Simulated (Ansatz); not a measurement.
# singlet CClF at 6 levels

Wanted: a comparison of 6 runs (B2PLYP/STO-3G, CAM-B3LYP/STO-3G, MP2/STO-3G, CCSDT(Q)/STO-3G, CCSD/STO-3G, FCI/STO-3G) of singlet CClF. 

The results are computed with Ansatz 0.2.0.

55 further runs of the same task are left out: 10 that didn't finish, 45 set aside as unsound or not needed.

**1. Starting point**

CClF has 3 atoms, charge 0, and is taken as a singlet. As SMILES of the parent species, `F[C]Cl`. The shape is that of a GFN2-xTB optimisation. That shape belongs to the parent species and isn't relaxed for this state.

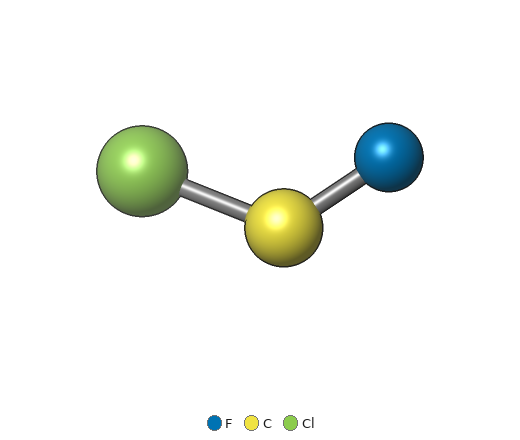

The structure, seen from a chosen angle (fluorine blue, carbon yellow, chlorine green).

**2. The energy at B2PLYP/STO-3G (run 1)**

in.yaml

```yaml
basis:
  gaussian: {orbitals: STO-3G}
crystal:
  periodic: [false, false, false]
  atoms:
    - {symbol: F, position_ang: [-0.998630, 0.639490, -0.473520]}
    - {symbol: C, position_ang: [-0.216580, -0.392190, -0.160770]}
    - {symbol: Cl, position_ang: [1.215200, -0.247300, 0.634290]}
correlation: {frozen_orbitals: {C: 1, Cl: 5, F: 1}}
accuracy: high
hamiltonian: {xc: {name: B2PLYP}}
```

Command:

```console
ansatz run in.yaml --threads 1 --pin off --max-ram 2610MiB --events-out events.jsonl --progress --plain --runs-dir runs
```

What it wrote:

```text
Warning: RAYON_NUM_THREADS=1 ignored (pool sized by the plan → 1); use --threads N
Functional definition: B2PLYP
  name "B2PLYP"
  parameter a = 0.53
  parameter c = 0.27
  exchange = (1 - a)*b88_x + a*exact_x
  correlation = (1 - c)*lyp_c + c*(mp2_os + mp2_ss)
326 factors; integrals over basis functions are off by at most 4.3e-8 eV
mean field evaluation 1: about -16073.0650 eV, gradient 1.7e1 eV
mean field evaluation 2: about -16073.0986 eV, gradient 1.7e1 eV
mean field evaluation 4: about -16074.1363 eV, gradient 1.4e0 eV
mean field evaluation 8: about -16074.1446 eV, gradient 1.0e-2 eV
mean field evaluation 16: about -16074.1446 eV, gradient 7.8e-8 eV
mean field -16074.14461797 eV, -590.7139192639 hartree, gradient 8.2e-8 eV, S^2 0.000000; 0 other end points of the search recorded, 0 dependent functions left out; unrestricted orbitals would lower it
7 core orbitals not correlated: weight in the atoms' cores, before any rotation towards them, 1.000 or more for the frozen orbitals, at most 0.000 for the correlated occupied ones
reference -16074.14463032 eV, -590.7139197178 hartree; 9, 9 occupied and 3, 3 virtual orbitals, 326 factors
second order -3.30069880 eV of doubles, -0.00000000 eV of singles
Total energy: -16075.03581900 eV, -590.7466702976 hartree
```

It took 0.66 s on 1 thread of Intel Xeon Platinum 8488C (Sapphire Rapids), shared host.

**3. A single-point energy at CAM-B3LYP/STO-3G (run 2)**

molecule.yaml

```yaml
crystal:
  periodic: [false, false, false]
  atoms:
    - {symbol: F, position_ang: [-0.998630, 0.639490, -0.473520]}
    - {symbol: C, position_ang: [-0.216580, -0.392190, -0.160770]}
    - {symbol: Cl, position_ang: [1.215200, -0.247300, 0.634290]}
basis:
  gaussian:
    orbitals: STO-3G
accuracy: high
hamiltonian:
  xc: {name: CAM-B3LYP}
```

Command:

```console
ansatz run molecule.yaml --threads 1 --pin off --max-ram 2610MiB --events-out events.jsonl --progress --plain --runs-dir runs
```

What it wrote:

```text
Warning: RAYON_NUM_THREADS=1 ignored (pool sized by the plan → 1); use --threads N
Functional definition: CAM-B3LYP
  name "CAM-B3LYP"
  parameter alpha = 0.19
  parameter beta = 0.46
  parameter omega = 0.33/bohr
  parameter ac = 0.81
  exchange = (1 - alpha - beta)*b88_x + beta*b88_x_sr(omega) + alpha*exact_x + beta*exact_x_lr(omega)
  correlation = (1 - ac)*vwn5_c + ac*lyp_c
326 factors; integrals over basis functions are off by at most 4.3e-8 eV
137 factors; integrals over basis functions are off by at most 9.3e-10 eV
mean field evaluation 1: about -16080.9953 eV, gradient 1.6e1 eV
mean field evaluation 2: about -16081.3762 eV, gradient 1.4e1 eV
mean field evaluation 4: about -16081.9399 eV, gradient 6.2e-1 eV
mean field evaluation 8: about -16081.9333 eV, gradient 4.6e-3 eV
mean field evaluation 16: about -16081.9333 eV, gradient 9.5e-8 eV
mean field -16081.93331046 eV, -591.0001484336 hartree, gradient 9.5e-8 eV, S^2 0.000000; 0 other end points of the search recorded, 0 dependent functions left out
reference -16081.93331976 eV, -591.0001487753 hartree; 16, 16 occupied and 3, 3 virtual orbitals, 326 factors
Total energy: -16081.93331976 eV, -591.0001487753 hartree
```

Wall time 0.58 s (1 thread of Intel Xeon Platinum 8488C (Sapphire Rapids), shared host).

Runs 3 to 5 aren't shown in full; the table further down has their settings and results.

**4. A single-point energy at FCI/STO-3G (run 6)**

run.yaml

```yaml
crystal:
  periodic: [false, false, false]
  atoms:
    - {symbol: F, position_ang: [-0.998630, 0.639490, -0.473520]}
    - {symbol: C, position_ang: [-0.216580, -0.392190, -0.160770]}
    - {symbol: Cl, position_ang: [1.215200, -0.247300, 0.634290]}
basis:
  gaussian: {orbitals: STO-3G}
correlation: {method: fci, frozen_orbitals: {C: 1, Cl: 5, F: 1}}
accuracy: high
```

Command:

```console
ansatz run run.yaml --threads 1 --pin off --max-ram 2610MiB --events-out events.jsonl --progress --plain --runs-dir runs
```

What it wrote:

```text
Warning: RAYON_NUM_THREADS=1 ignored (pool sized by the plan → 1); use --threads N
Functional definition: HF
  name "HF"
  exchange = exact_x
  correlation = 0
326 factors; integrals over basis functions are off by at most 4.3e-8 eV
mean field evaluation 1: about -16049.4447 eV, gradient 2.1e1 eV
mean field evaluation 2: about -16049.5402 eV, gradient 2.1e1 eV
mean field evaluation 4: about -16051.3993 eV, gradient 1.9e0 eV
mean field evaluation 8: about -16051.4428 eV, gradient 4.2e-2 eV
mean field -16051.44277996 eV, -589.8796421047 hartree, gradient 9.7e-9 eV, S^2 0.000000; 0 other end points of the search recorded, 0 dependent functions left out; unrestricted orbitals would lower it
mean field evaluation 16: about -16051.4221 eV, gradient 8.5e0 eV
7 core orbitals not correlated: weight in the atoms' cores, before any rotation towards them, 1.000 or more for the frozen orbitals, at most 0.000 for the correlated occupied ones
reference -16051.44277996 eV, -589.8796421047 hartree; 9, 9 occupied and 3, 3 virtual orbitals, 326 factors
state -16054.32151685 eV, -589.9854337341 hartree
Total energy: -16054.32151685 eV, -589.9854337341 hartree
```

Wall time 0.38 s (1 thread of Intel Xeon Platinum 8488C (Sapphire Rapids), shared host).

**5. The series**

```tsv
run	level	frozen core orbitals	energy (Eh)	wall time
1	B2PLYP/STO-3G	7	-590.746670	0.66 s
2	CAM-B3LYP/STO-3G	–	-591.000149	0.58 s
3	MP2/STO-3G	7	-589.957225	0.1 s
4	CCSDT(Q)/STO-3G	7	-589.985616	0.65 s
5	CCSD/STO-3G	7	-589.977635	0.18 s
6	FCI/STO-3G	7	-589.985434	0.38 s
```

**6. Results**

| quantity | value |
| --- | --- |
| run 6: total energy | -589.98543 Eh |
| run 6: correlation energy (7 core orbitals frozen) | -105.8 mEh |

What this shows: Against full CI in this basis: MP2 +28.2 mEh; CCSDT(Q) -0.2 mEh; CCSD +7.8 mEh. Totals of different functionals can't be ranked against each other. In runs 1, 3, 4, 5 the log says that unrestricted orbitals would lower the reference, so the values rest on an unstable closed-shell determinant (other closed-shell runs at this shape may share the fault). In runs 1, 2, 3, 4, 5, 6 the basis is minimal, so the values are rough. All runs together took 2.5 s, the longest 0.66 s.
